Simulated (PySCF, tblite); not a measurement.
# ClFH₄NSi₂ radical, a small gas-phase stand-in for a defect centre (Si site with back bonds [SiH3], F, Cl): EPR parameters

Aim: the EPR parameters of `[NH][Si](F)([SiH3])Cl`. It is drawn as: nitrogen radical.

Computed with tblite 0.8.0 and PySCF 2.14.0; each step states its level. No surroundings beyond the atoms listed, unless a continuum is named. Atoms count from 0, parts from 1.

## Step 1: Starting point

9 atoms, charge 0, multiplicity 2; geometry: distance geometry start.

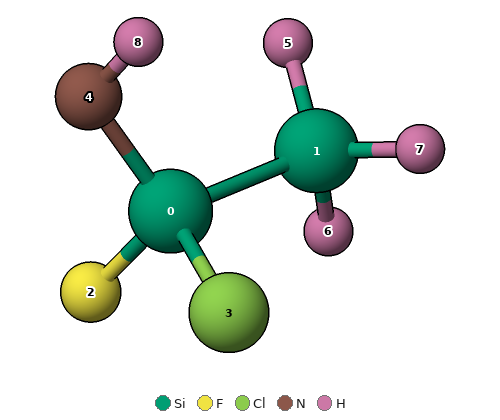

The starting geometry (silicon teal, fluorine yellow, chlorine green, nitrogen brown, hydrogen pink), atoms numbered.

## Step 2: Geometry optimisation with GFN2-xTB

The job: settings as JSON, then the geometry in Å.

```
{"job": {"kind": "relax", "xc": "GFN2-xTB", "basis": "xTB"}, "charge": 0, "multiplicity": 2}
Si     0.778771     0.502587    -0.155857
Si    -1.337679    -0.243654     0.016144
F      0.869387     1.488051    -1.505678
Cl     1.246511     1.698079     1.513978
N      1.954923    -0.851204    -0.314776
H     -1.458755    -1.521487    -0.690915
H     -2.174659     0.720658    -0.732686
H     -1.808723    -0.286888     1.378717
H      1.886193    -1.515531     0.511194
```

With the program's defaults for keys left out, this is: GFN2-xTB geometry optimisation, gas phase.

Command:

```sh
> OMP_NUM_THREADS=1 python cluster_run.py task.json out
```

This one command runs all jobs of the session in turn.

**Question.** The jobs that follow are: PBE0-D3(BJ)/def2-SVP geometry optimisation, gas phase; UKS B3LYP, IGLO-III on Cl F N Si, pcH-1 on H, non-relativistic, mean-field spin-orbit, GIAO; UKS BHandHLYP, IGLO-III on Cl F N Si, pcH-1 on H, non-relativistic, mean-field spin-orbit, GIAO. Predict: point group; rotational constants (main isotopes); g(iso) (B3LYP); ⟨S²⟩; largest a(iso); potential on the surface of density 0.002 e/bohr³, 1st and 99th percentile.

As calculated:

| quantity | value |
| --- | --- |
| point group | C1 |
| rotational constants (main isotopes) | 2.69, 1.75, 1.48 GHz |
| g(iso) (B3LYP) | 2.00460 |
| ⟨S²⟩ | 0.754 (exact 0.75) |
| largest a(iso) | 1H on H8, -54.9 MHz |
| potential on the surface of density 0.002 e/bohr³, 1st and 99th percentile | -1.17 V and 1.92 V |

**Reading.** The start of the PBE0/def2-SVP relaxation was shaken at random by about 0.01 Å, so part of the energy gained, and of the first lengths quoted, undoes that. Over 6 steps the energy fell by 0.476 eV; of the close pairs, Si0–N4 changed most, 1.603 to 1.732 Å (PBE0/def2-SVP). Most of the unpaired spin sits on N4 (0.96 e). The isotropic g lies 2.3 ppt above the free-electron value. The coupling of 1H on H8 runs from -64.7 (BHandHLYP/IGLO-III+pcH-1) to -54.9 MHz (B3LYP/IGLO-III+pcH-1).
